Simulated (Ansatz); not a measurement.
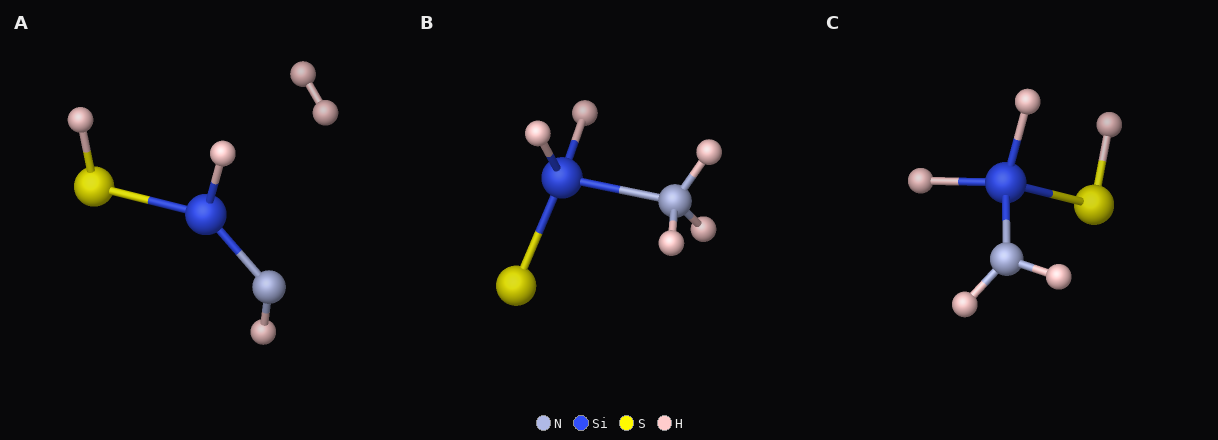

3 stationary structures of one formula. Geometries: PBE0-D4/def2-TZVP. Electronic energies: PBE-D4/def2-TZVPP (Ansatz 0.2.0), without zero-point energy. No frequency run is at hand to confirm each as a minimum. Each is one conformer, not always the lowest.

**Which is lowest in energy, and by how much?**

C is lowest (C1); B lies 39.7 kJ/mol above it (Cs), A lies 205.6 kJ/mol above it (C1).
